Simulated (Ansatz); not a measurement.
# SnNH3 + CH4: a complex and its separated parts, part 2 of 2

Ansatz 0.2.0, Gaussian basis. The steps go on from the part before.

**13. CAM-B3LYP-D4/def2-TZVPP**

The inputs:

parta/in.yaml

```yaml
crystal:
  periodic: [false, false, false]
  atoms:
    - {symbol: Sn, position_ang: [-1.649559, -0.191746, 0.576201]}
    - {symbol: N, position_ang: [-2.384814, -0.183982, -1.171789]}
    - {symbol: H, position_ang: [-1.330359, 1.098834, 1.658389]}
    - {symbol: H, position_ang: [-1.209894, -1.691303, 1.246952]}
    - {symbol: H, position_ang: [-2.595879, 0.783314, -1.431326]}
basis:
  gaussian: {orbitals: def2-TZVPP}
hamiltonian: {xc: {name: CAM-B3LYP}, dispersion: d4}
```

partb/in.yaml

```yaml
crystal:
  periodic: [false, false, false]
  atoms:
    - {symbol: C, position_ang: [1.834087, 0.036955, -0.175684]}
    - {symbol: H, position_ang: [1.206299, -0.014347, -1.064834]}
    - {symbol: H, position_ang: [2.877993, 0.132550, -0.473143]}
    - {symbol: H, position_ang: [1.705743, -0.871301, 0.412484]}
    - {symbol: H, position_ang: [1.546382, 0.900924, 0.422752]}
basis:
  gaussian: {orbitals: def2-TZVPP}
hamiltonian: {xc: {name: CAM-B3LYP}, dispersion: d4}
```

One command serves all of them, each in its own folder.

Command:

```sh
$ ansatz run in.yaml --threads 4 --pin off --events-out ev --progress --plain --max-ram 9574MiB
```

Log of parta, shortened:

```text
Functional definition: CAM-B3LYP
  name "CAM-B3LYP"
  cite "Yanai, Tew & Handy, Chem. Phys. Lett. 393, 51 (2004) doi:10.1016/j.cplett.2004.06.011"
  cite "Iikura, Tsuneda, Yanai & Hirao, J. Chem. Phys. 115, 3540 (2001) doi:10.1063/1.1383587"
  cite "Becke, Phys. Rev. A 38, 3098 (1988) doi:10.1103/PhysRevA.38.3098"
  cite "Lee, Yang & Parr, Phys. Rev. B 37, 785 (1988) doi:10.1103/PhysRevB.37.785"
[...]
  # Exact exchange under (alpha + beta erf(omega r))/r, Becke's under what is left of 1/r.
[...]
764 factors; their error is unknown
189 factors; integrals over basis functions are off by at most 3.0e-5 eV
[...]
mean field -7367.44665903 eV, -270.7486708847 hartree, gradient 1.9e-5 eV, S^2 0.000000; 0 other end points of the search recorded, 0 dependent functions left out
reference -7367.44677117 eV, -270.7486750056 hartree; 16, 16 occupied and 107, 107 virtual orbitals, 764 factors
Total energy: -7367.50739861 eV, -270.7509030231 hartree
```

Output in partb, shortened:

```text
[... 6 set-up lines as earlier in the session ...]
[...]
  # Exact exchange under (alpha + beta erf(omega r))/r, Becke's under what is left of 1/r.
[...]
416 factors; their error is unknown
123 factors; integrals over basis functions are off by at most 4.0e-6 eV
[...]
mean field -1102.19258505 eV, -40.5048304075 hartree, gradient 1.1e-5 eV, S^2 0.000000; 0 other end points of the search recorded, 0 dependent functions left out
reference -1102.19267630 eV, -40.5048337610 hartree; 5, 5 occupied and 82, 82 virtual orbitals, 416 factors
Total energy: -1102.21100869 eV, -40.5055074638 hartree
```

They took 0.85 s (parta), 0.3 s (partb) on 4 threads of Arm Neoverse V1, shared host.

**14. wB97X-V/def2-TZVPP**

Each input of step 13 (parta, partb) changes in the same lines:

```diff
-hamiltonian: {xc: {name: CAM-B3LYP}, dispersion: d4}
+hamiltonian: {xc: {name: wB97X-V}}
```

Each run has its own folder and the same command.

Command:

```sh
$ ansatz run in.yaml --threads 4 --pin off --events-out ev --progress --plain --max-ram 9574MiB
```

Log of parta, shortened:

```text
Functional definition: wB97X-V
  name "wB97X-V"
  cite "Mardirossian & Head-Gordon, Phys. Chem. Chem. Phys. 16, 9904 (2014) doi:10.1039/C3CP54374A"
[... 2 set-up lines as earlier in the session ...]
[...]
      + integral(e_c_pw_opposite_spin*poly(b97_u_opposite, cos0, cos1)) + vv10(b, c)
764 factors; their error is unknown
180 factors; integrals over basis functions are off by at most 1.2e-5 eV
[...]
mean field -7367.50056592 eV, -270.7506519262 hartree, gradient 4.0e-5 eV, S^2 0.000000; 0 other end points of the search recorded, 0 dependent functions left out
reference -7367.50056380 eV, -270.7506518486 hartree; 16, 16 occupied and 107, 107 virtual orbitals, 764 factors
Total energy: -7367.50056380 eV, -270.7506518486 hartree
```

Log of partb, shortened:

```text
[... 5 set-up lines as earlier in the session ...]
[...]
      + integral(e_c_pw_opposite_spin*poly(b97_u_opposite, cos0, cos1)) + vv10(b, c)
416 factors; their error is unknown
123 factors; integrals over basis functions are off by at most 1.3e-5 eV
[...]
mean field -1102.50992444 eV, -40.5164924153 hartree, gradient 2.5e-5 eV, S^2 0.000000; 0 other end points of the search recorded, 0 dependent functions left out
reference -1102.50992310 eV, -40.5164923659 hartree; 5, 5 occupied and 82, 82 virtual orbitals, 416 factors
Total energy: -1102.50992310 eV, -40.5164923659 hartree
```

Times: 2.2 s (parta), 0.7 s (partb) on 4 threads of Arm Neoverse V1, shared host.

**15. wB97M-V/def2-TZVPP**

Each input of step 14 (parta, partb) changes in the same lines:

```diff
-hamiltonian: {xc: {name: wB97X-V}}
+hamiltonian: {xc: {name: wB97M-V}}
```

One command serves all of them, each in its own folder.

Command:

```sh
$ ansatz run in.yaml --threads 4 --pin off --events-out ev --progress --plain --max-ram 9574MiB
```

parta printed, shortened:

```text
Functional definition: wB97M-V
  name "wB97M-V"
  cite "Mardirossian & Head-Gordon, J. Chem. Phys. 144, 214110 (2016) doi:10.1063/1.4952647"
[... 2 set-up lines as earlier in the session ...]
  # Of w^i u^j: cxij and so on, Table III.
[...]
  gx(w, u) = 1 - cx + cx01*u + cx10*w
[...]
      + integral(e_c_pw_mod_opposite_spin*gos(b97_w_opposite, b97_u_opposite)) + vv10(b, c)
764 factors; their error is unknown
180 factors; integrals over basis functions are off by at most 1.2e-5 eV
[...]
mean field -7366.50784892 eV, -270.7141702494 hartree, gradient 4.1e-5 eV, S^2 0.000000; 0 other end points of the search recorded, 0 dependent functions left out
reference -7366.50790097 eV, -270.7141721624 hartree; 16, 16 occupied and 107, 107 virtual orbitals, 764 factors
Total energy: -7366.50790097 eV, -270.7141721624 hartree
```

partb printed, shortened:

```text
[... 5 set-up lines as earlier in the session ...]
  # Of w^i u^j: cxij and so on, Table III.
[...]
  gx(w, u) = 1 - cx + cx01*u + cx10*w
[...]
      + integral(e_c_pw_mod_opposite_spin*gos(b97_w_opposite, b97_u_opposite)) + vv10(b, c)
416 factors; their error is unknown
123 factors; integrals over basis functions are off by at most 1.3e-5 eV
[...]
mean field -1101.86517658 eV, -40.4927983684 hartree, gradient 1.9e-5 eV, S^2 0.000000; 0 other end points of the search recorded, 0 dependent functions left out
reference -1101.86520913 eV, -40.4927995644 hartree; 5, 5 occupied and 82, 82 virtual orbitals, 416 factors
Total energy: -1101.86520913 eV, -40.4927995644 hartree
```

Times: 2.4 s (parta), 0.75 s (partb) on 4 threads of Arm Neoverse V1, shared host.

**16. B2PLYP/def2-TZVPP**

Each input of step 15 (parta, partb) changes in the same lines:

```diff
-hamiltonian: {xc: {name: wB97M-V}}
+hamiltonian: {xc: {name: B2PLYP}}
```

Each run has its own folder and the same command.

Command:

```sh
$ ansatz run in.yaml --threads 4 --pin off --events-out ev --progress --plain --max-ram 9574MiB
```

parta printed, shortened:

```text
Functional definition: B2PLYP
  name "B2PLYP"
  cite "Grimme, J. Chem. Phys. 124, 034108 (2006) doi:10.1063/1.2148954"
[... 2 set-up lines as earlier in the session ...]
[...]
892 factors; integrals over basis functions are off by at most 7.4e-4 eV
[...]
mean field -7356.82079273 eV, -270.3581775004 hartree, gradient 1.7e-6 eV, S^2 0.000000; 0 other end points of the search recorded, 0 dependent functions left out
5 core orbitals not correlated: weight in the atoms' cores, before any rotation towards them, 1.000 or more for the frozen orbitals, at most 0.000 for the correlated occupied ones
reference -7356.82093656 eV, -270.3581827862 hartree; 11, 11 occupied and 107, 107 virtual orbitals, 892 factors
second order -18.80635936 eV of doubles, -0.00000000 eV of singles
Total energy: -7361.89865359 eV, -270.5447854451 hartree
```

Output in partb, shortened:

```text
[... 5 set-up lines as earlier in the session ...]
[...]
482 factors; integrals over basis functions are off by at most 1.1e-3 eV
[...]
mean field -1099.97185029 eV, -40.4232199105 hartree, gradient 5.3e-6 eV, S^2 0.000000; 0 other end points of the search recorded, 0 dependent functions left out
1 core orbitals not correlated: weight in the atoms' cores, before any rotation towards them, 1.000 or more for the frozen orbitals, at most 0.000 for the correlated occupied ones
reference -1099.97196743 eV, -40.4232242152 hartree; 4, 4 occupied and 82, 82 virtual orbitals, 482 factors
second order -6.44340124 eV of doubles, -0.00000000 eV of singles
Total energy: -1101.71168576 eV, -40.4871576848 hartree
```

Wall times: 1.6 s (parta), 0.35 s (partb) on 4 threads of Arm Neoverse V1, shared host.

**17. PBE-QIDH/def2-TZVPP**

The same edit goes into each in.yaml of step 16 (parta, partb):

```diff
-hamiltonian: {xc: {name: B2PLYP}}
+hamiltonian: {xc: {name: PBE-QIDH}}
```

One command serves all of them, each in its own folder.

Command:

```sh
$ ansatz run in.yaml --threads 4 --pin off --events-out ev --progress --plain --max-ram 9574MiB
```

Log of parta, shortened:

```text
Functional definition: PBE-QIDH
  name "PBE-QIDH"
  cite "Brémond, Sancho-García, Pérez-Jiménez & Adamo, J. Chem. Phys. 141, 031101 (2014) doi:10.1063/1.4890314"
[... 1 set-up line as earlier in the session ...]
[...]
892 factors; integrals over basis functions are off by at most 7.4e-4 eV
[...]
mean field -7355.62537796 eV, -270.3142468180 hartree, gradient 1.9e-6 eV, S^2 0.000000; 0 other end points of the search recorded, 0 dependent functions left out; unrestricted orbitals would lower it
5 core orbitals not correlated: weight in the atoms' cores, before any rotation towards them, 1.000 or more for the frozen orbitals, at most 0.000 for the correlated occupied ones
reference -7355.62539055 eV, -270.3142472809 hartree; 11, 11 occupied and 107, 107 virtual orbitals, 892 factors
second order -17.26951793 eV of doubles, -0.00000000 eV of singles
Total energy: -7361.38189653 eV, -270.5257949736 hartree
```

Output in partb, shortened:

```text
[... 4 set-up lines as earlier in the session ...]
[...]
482 factors; integrals over basis functions are off by at most 1.1e-3 eV
[...]
mean field -1099.27816947 eV, -40.3977276105 hartree, gradient 5.3e-6 eV, S^2 0.000000; 0 other end points of the search recorded, 0 dependent functions left out
1 core orbitals not correlated: weight in the atoms' cores, before any rotation towards them, 1.000 or more for the frozen orbitals, at most 0.000 for the correlated occupied ones
reference -1099.27817780 eV, -40.3977279167 hartree; 4, 4 occupied and 82, 82 virtual orbitals, 482 factors
second order -6.01424923 eV of doubles, -0.00000000 eV of singles
Total energy: -1101.28292754 eV, -40.4714011108 hartree
```

They took 1.2 s (parta), 0.35 s (partb) on 4 threads of Arm Neoverse V1, shared host.

**18. RPA on PBE/def2-TZVPP**

The same edit goes into each in.yaml of step 17 (parta, partb):

```diff
-hamiltonian: {xc: {name: PBE-QIDH}}
+hamiltonian: {xc: pbe}
+correlation: {method: rpa}
```

One command serves all of them, each in its own folder.

Command:

```sh
$ ansatz run in.yaml --threads 4 --pin off --events-out ev --progress --plain --max-ram 9574MiB
```

Log of parta, shortened:

```text
[... 4 set-up lines as earlier in the session ...]
[...]
892 factors; integrals over basis functions are off by at most 7.4e-4 eV
[...]
mean field -7366.91221322 eV, -270.7290303633 hartree, gradient 4.1e-6 eV, S^2 0.000000; 2 other end points of the search recorded, 0 dependent functions left out
5 core orbitals not correlated: weight in the atoms' cores, before any rotation towards them, 1.000 or more for the frozen orbitals, at most 0.000 for the correlated occupied ones
reference -7331.53678529 eV, -269.4290073652 hartree; 11, 11 occupied and 107, 107 virtual orbitals, 892 factors
Total energy: -7354.28388592 eV, -270.2649478948 hartree
```

partb printed, shortened:

```text
[... 4 set-up lines as earlier in the session ...]
[...]
482 factors; integrals over basis functions are off by at most 1.1e-3 eV
[...]
mean field -1101.08955325 eV, -40.4642947366 hartree, gradient 3.0e-6 eV, S^2 0.000000; 0 other end points of the search recorded, 0 dependent functions left out
1 core orbitals not correlated: weight in the atoms' cores, before any rotation towards them, 1.000 or more for the frozen orbitals, at most 0.000 for the correlated occupied ones
reference -1094.05485473 eV, -40.2057743342 hartree; 4, 4 occupied and 82, 82 virtual orbitals, 482 factors
Total energy: -1103.78824038 eV, -40.5634696596 hartree
```

Wall times: 1.6 s (parta), 0.35 s (partb) on 4 threads of Arm Neoverse V1, shared host.

**19. CCSD(T)/def2-TZVPP**

The same edit goes into each in.yaml of step 18 (parta, partb):

```diff
-hamiltonian: {xc: pbe}
-correlation: {method: rpa}
+correlation: {method: ccsd_t}
```

The same command starts each run, in its folder.

Command:

```sh
$ ansatz run in.yaml --threads 4 --pin off --events-out ev --progress --plain --max-ram 9574MiB
```

Output in parta, shortened:

```text
Functional definition: HF
  name "HF"
  cite "Fock, Z. Phys. 61, 126 (1930) doi:10.1007/BF01340294"
[... 1 set-up line as earlier in the session ...]
[...]
892 factors; integrals over basis functions are off by at most 7.4e-4 eV
[...]
mean field -7332.54403584 eV, -269.4660231402 hartree, gradient 2.2e-6 eV, S^2 0.000000; 1 other end points of the search recorded, 0 dependent functions left out; unrestricted orbitals would lower it
[...]
reference -7332.54403584 eV, -269.4660231402 hartree; 11, 11 occupied and 107, 107 virtual orbitals, 892 factors
second order -15.20905744 eV of doubles, -0.00000000 eV of singles
cycle   1  -14.53778742 eV  change    6.7e-1 eV  update   1.5e-1
[...]
cycle  13  -15.20918883 eV  change   -9.1e-7 eV  update   4.2e-6
perturbative correction -0.66542262 eV, -0.0244538304 hartree
Total energy: -7348.41864729 eV, -270.0494043509 hartree
```

partb printed, shortened:

```text
[... 4 set-up lines as earlier in the session ...]
[...]
482 factors; integrals over basis functions are off by at most 1.1e-3 eV
[...]
mean field -1094.28756950 eV, -40.2143264443 hartree, gradient 9.5e-7 eV, S^2 0.000000; 0 other end points of the search recorded, 0 dependent functions left out
1 core orbitals not correlated: weight in the atoms' cores, before any rotation towards them, 1.000 or more for the frozen orbitals, at most 0.000 for the correlated occupied ones
reference -1094.28756950 eV, -40.2143264443 hartree; 4, 4 occupied and 82, 82 virtual orbitals, 482 factors
second order -5.38052923 eV of doubles, -0.00000000 eV of singles
cycle   1  -5.77368311 eV  change   -3.9e-1 eV  update   4.2e-2
[...]
cycle   8  -5.93357865 eV  change   -2.7e-7 eV  update   1.3e-6
perturbative correction -0.16938419 eV, -0.0062247541 hartree
Total energy: -1100.39053234 eV, -40.4386061920 hartree
```

Wall times: 6.5 s (parta), 0.4 s (partb) on 4 threads of Arm Neoverse V1, shared host; peak memory 0.63 GiB.

**20. Vibrations of SnNH3**

vib-parta/in.yaml reads:

```yaml
crystal:
  periodic: [false, false, false]
  atoms:
    - {symbol: Sn, position_ang: [-1.649559, -0.191746, 0.576201]}
    - {symbol: N, position_ang: [-2.384814, -0.183982, -1.171789]}
    - {symbol: H, position_ang: [-1.330359, 1.098834, 1.658389]}
    - {symbol: H, position_ang: [-1.209894, -1.691303, 1.246952]}
    - {symbol: H, position_ang: [-2.595879, 0.783314, -1.431326]}
basis:
  gaussian: {orbitals: def2-TZVP}
hamiltonian: {xc: pbe0, dispersion: d4}
phonons: {temperatures: {t_min: 298.15, t_max: 900, t_step: 200}}
```

Command:

```sh
$ ansatz run in.yaml --threads 4 --pin off --events-out ev --progress --plain --max-ram 9574MiB
```

What it wrote, shortened:

```text
[... 5 set-up lines as earlier in the session ...]
[...]
748 factors; their error is unknown
[...]
mean field -7366.93298316 eV, -270.7297936446 hartree, gradient 1.2e-5 eV, S^2 0.000000; 0 other end points of the search recorded, 0 dependent functions left out
[...]
Atom 2 at    -1.330359     1.098834     1.658389 Å, force    -0.000023    -0.000018     0.000388 eV/Å
Atom 3 at    -1.209894    -1.691303     1.246952 Å, force    -0.000179     0.001051    -0.000314 eV/Å
Atom 4 at    -2.595879     0.783314    -1.431326 Å, force     0.000149    -0.001606    -0.000883 eV/Å
Dipole moment:     0.201780     0.234167     0.539042 e Å
Vibrations: 398.23 410.34 686.42 688.62 775.65 940.98 1889.83 1967.11 3470.21 cm⁻¹, zero-point energy 0.696010 eV
```

Run time: 16 s. Hardware: 4 threads of Arm Neoverse V1, shared host.

The modes, with what each moves most:

| mode | wavenumber (cm⁻¹) | character |
| --- | --- | --- |
| 1 | 398 | bend |
| 2 | 410 | torsion with out-of-plane bend |
| 3 | 686 | wag or twist |
| 4 | 689 | bend |
| 5 | 776 | Sn–N stretch |
| 6 | 941 | bend |
| 7 | 1890 | Sn–H stretch |
| 8 | 1967 | Sn–H stretch |
| 9 | 3470 | N–H stretch |

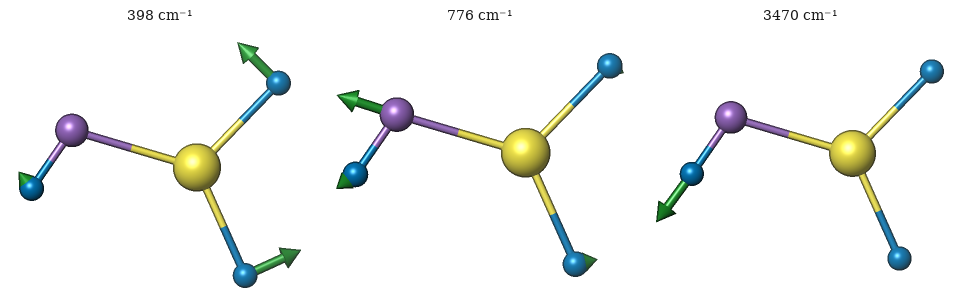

Displacements of 3 modes, as arrows.

Vibrational sums (real modes only):

| T (K) | entropy (J/mol/K) | heat capacity (J/mol/K) |
| --- | --- | --- |
| 298 | 12.1 | 24.3 |
| 498 | 28.4 | 39.2 |
| 698 | 43.2 | 48.2 |
| 898 | 56.1 | 54.3 |

**21. Vibrations of CH4**

vib-partb/in.yaml reads:

```yaml
crystal:
  periodic: [false, false, false]
  atoms:
    - {symbol: C, position_ang: [1.834087, 0.036955, -0.175684]}
    - {symbol: H, position_ang: [1.206299, -0.014347, -1.064834]}
    - {symbol: H, position_ang: [2.877993, 0.132550, -0.473143]}
    - {symbol: H, position_ang: [1.705743, -0.871301, 0.412484]}
    - {symbol: H, position_ang: [1.546382, 0.900924, 0.422752]}
basis:
  gaussian: {orbitals: def2-TZVP}
hamiltonian: {xc: pbe0, dispersion: d4}
phonons: {temperatures: {t_min: 298.15, t_max: 900, t_step: 200}}
```

Command:

```sh
$ ansatz run in.yaml --threads 4 --pin off --events-out ev --progress --plain --max-ram 9574MiB
```

What it wrote, shortened:

```text
[... 5 set-up lines as earlier in the session ...]
[...]
356 factors; their error is unknown
[...]
mean field -1101.35639252 eV, -40.4741008989 hartree, gradient 1.6e-5 eV, S^2 0.000000; 0 other end points of the search recorded, 0 dependent functions left out
[...]
Atom 2 at     2.877993     0.132550    -0.473143 Å, force    -0.000092    -0.000008    -0.000009 eV/Å
Atom 3 at     1.705743    -0.871301     0.412484 Å, force    -0.000129    -0.000083     0.000070 eV/Å
Atom 4 at     1.546382     0.900924     0.422752 Å, force    -0.000142     0.000058     0.000070 eV/Å
Dipole moment:     0.000003     0.000000    -0.000000 e Å
Vibrations: 1326.39 1326.42 1326.42 1551.05 1551.06 3046.95 3167.80 3167.84 3167.85 cm⁻¹, zero-point energy 1.217015 eV
```

It took 2.3 s on 4 threads of Arm Neoverse V1, shared host.

The modes, with what each moves most:

| mode | wavenumber (cm⁻¹) | character |
| --- | --- | --- |
| 1 | 1326 | bend |
| 2 | 1326 | bend |
| 3 | 1326 | bend |
| 4 | 1551 | bend |
| 5 | 1551 | bend |
| 6 | 3047 | C–H stretch |
| 7 | 3168 | C–H stretch |
| 8 | 3168 | C–H stretch |
| 9 | 3168 | C–H stretch |

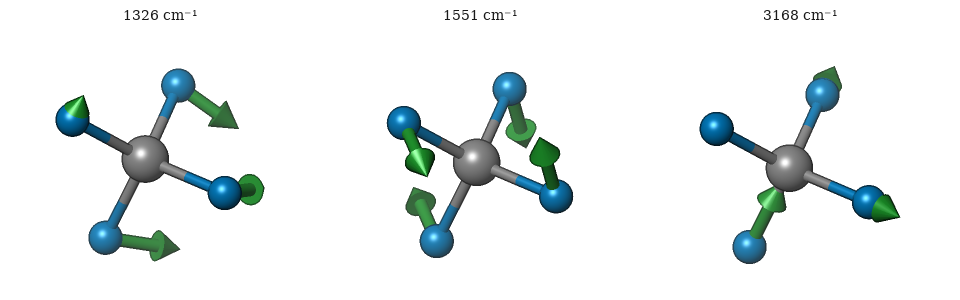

How the atoms move in 3 of the modes.

Vibrational sums (real modes only):

| T (K) | entropy (J/mol/K) | heat capacity (J/mol/K) |
| --- | --- | --- |
| 298 | 0.4 | 2.2 |
| 498 | 3.7 | 12.5 |
| 698 | 9.8 | 23.6 |
| 898 | 16.9 | 33.1 |

**22. Complex less separated parts**

The complex's own energies come from single points at the same levels.

Rows are in def2-TZVPP; times add the 3 runs of a level on a shared host, so small differences are noise.

Differences are taken before rounding.

| method | rung | complex less parts (kJ/mol) | from CCSD(T) (kJ/mol) | time |
| --- | --- | --- | --- | --- |
| SPW92 | LDA | -10.8 | -5.9 | 1.5 s |
| PBE-D4 | GGA | -7.6 | -2.7 | 2.2 s |
| BLYP-D4 | GGA | -5.9 | -1.1 | 2.1 s |
| r2SCAN-D4 | meta-GGA | -6.3 | -1.5 | 4.6 s |
| B97M-V | meta-GGA | -6.2 | -1.4 | 9.6 s |
| PBE0-D4 | hybrid | -7.3 | -2.4 | 2.8 s |
| B3LYP-D4 | hybrid | -6.4 | -1.6 | 2.6 s |
| r2SCAN0-D4 | hybrid | -6.6 | -1.7 | 4.9 s |
| BHLYP-D4 | hybrid | -7.2 | -2.4 | 2.6 s |
| CAM-B3LYP-D4 | range-separated hybrid | -6.1 | -1.2 | 3.2 s |
| wB97X-V | range-separated hybrid | -6.6 | -1.7 | 8.4 s |
| wB97M-V | range-separated hybrid | -6.6 | -1.7 | 9.7 s |
| B2PLYP | double hybrid | -0.9 | +4.0 | 6.4 s |
| PBE-QIDH | double hybrid | -4.0 | +0.8 | 5.9 s |
| RPA on PBE | RPA | -3.6 | +1.2 | 7 s |
| Hartree-Fock | wavefunction | 2.0 | +6.9 |  |
| MP2 | wavefunction | -4.8 | +0.1 |  |
| CCSD | wavefunction | -4.0 | +0.9 |  |
| CCSD(T) | wavefunction | -4.8 | 0 | 89 s |

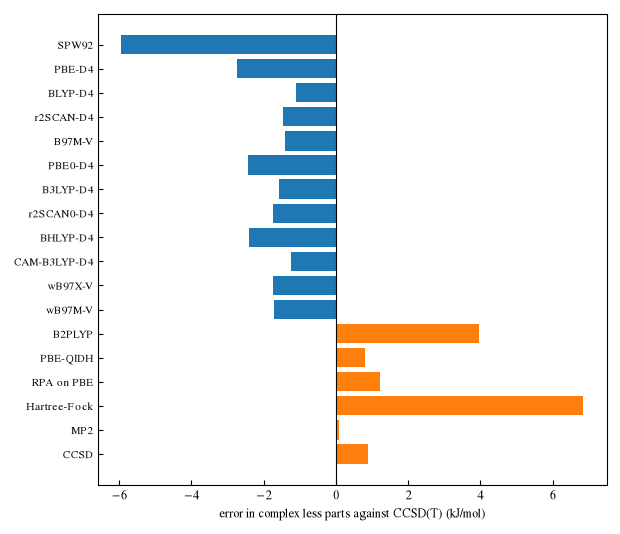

How far each level lands from CCSD(T).

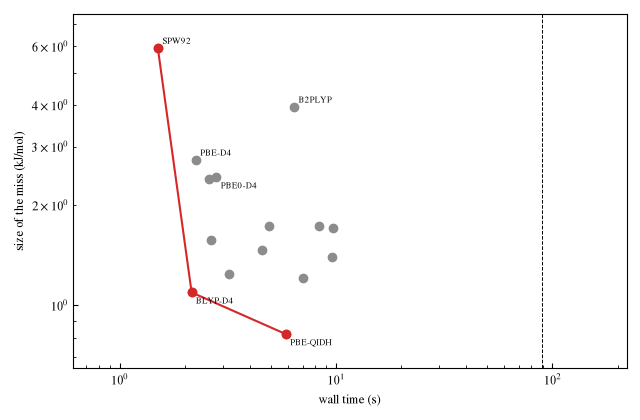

Miss against cost. Red marks the levels that no quicker level drawn beats (of those quicker than the yardstick), and the dashed line is the time of CCSD(T). Only those levels and the largest misses are named. Times are from a shared host.

For cost: PBE-QIDH gets within 0.8 kJ/mol in 5.9 s, where CCSD(T) took 89 s; the quickest level in the cost chart, SPW92, takes 1.5 s and misses by 5.9 kJ/mol.

The complex's zero-point energy, from a separate PBE0-D4 run, is 1.940 eV.

**23. Outcome**

What follows sums up all 2 parts.

| quantity | value |
| --- | --- |
| complex less parts, CCSD(T)/def2-TZVPP | -4.8 kJ/mol |
| with zero-point energy | -2.2 kJ/mol |
| largest T1 diagnostic | 0.024 |

What this shows: At CCSD(T) the complex lies 4.8 kJ/mol below its parts. The functionals run from PBE-QIDH, off by +0.8 kJ/mol, to SPW92, off by -5.9 kJ/mol, against CCSD(T). Mean unsigned error by rung: LDA 5.9, GGA 1.9, meta-GGA 1.4, hybrid 2.0, range-separated hybrid 1.6, double hybrid 2.4 kJ/mol. The double hybrids carry no dispersion term here, unlike the levels marked D4 or V. PBE-D4 gives a relative energy 2.7 kJ/mol too low, an error of 57 % of the reference. No counterpoise was applied, and triple zeta lacks some correlation, so the CCSD(T) reference has a basis error of its own, and close matches with it are partly luck. The restricted Hartree–Fock reference is unstable towards an unrestricted one at one or more of these structures.
